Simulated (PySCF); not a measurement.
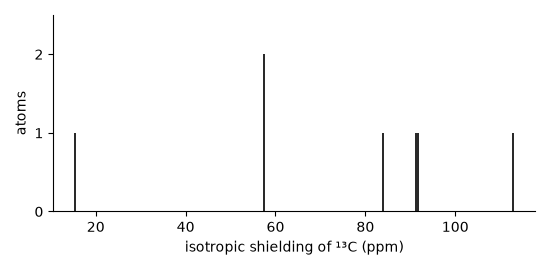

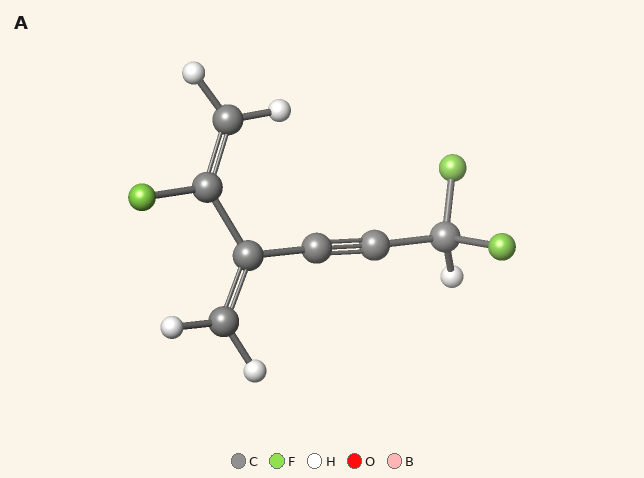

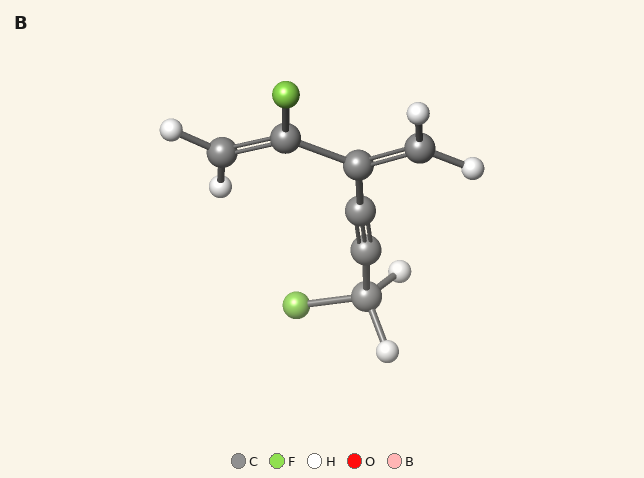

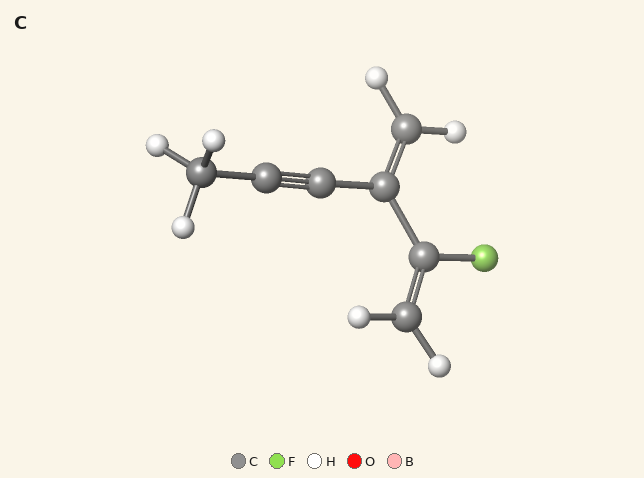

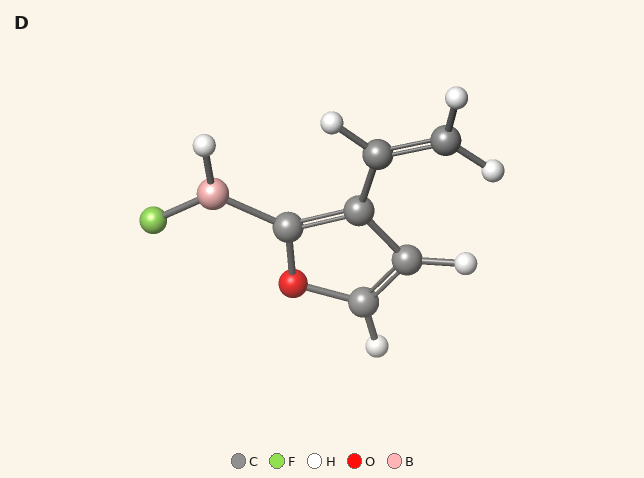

The sticks are computed shieldings of one of the molecules, for one fixed geometry (GFN2-xTB) without averaging over rotations. Low shielding means a high chemical shift. Method: GIAO PBE0/pcSseg-1 NMR shielding, non-relativistic, gas phase (PySCF 2.14.0).

Match the spectrum to a structure.

Answer. B, `C=C(F)C(=C)C#CCF`. Its 7 C atoms give lines at 15.4, 57.5 (2 atoms), 83.9, 91.2, 91.7, 112.9 ppm.

The geometry is semi-empirical. Around B such bond lengths and angles can be off by a tenth of an ångström or more and by several degrees, and values that hang on the shape move with them.
